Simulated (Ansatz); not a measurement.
Take SiO2 (space group P3_221, No. 154; a = 5.022 Å, c = 5.510 Å) as the base. Axes: x lies along a and z along c of the hexagonal cell.

Now apply this change: biaxial strain −2.25 %, plane normal [001], relaxed out of plane (Cartesian); in-plane vectors clamped, the third vector and the atoms free.

Computed with PBE (Ansatz, a first-principles code), no spin-orbit coupling.

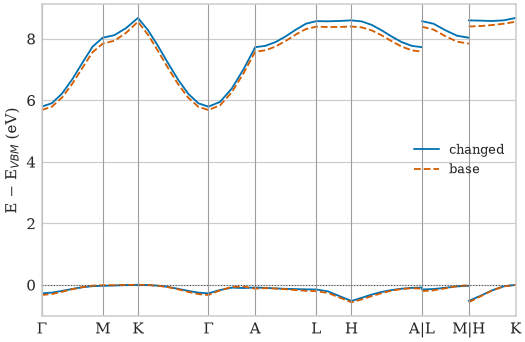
Figure. Highest valence and lowest conduction band along the path, each from its own valence-band maximum

Q: From the figure, how large is the changed gap, and is it direct?

A: About 5.8 eV, indirect, K → Γ.

Whether these cells are dynamically stable was not tested.
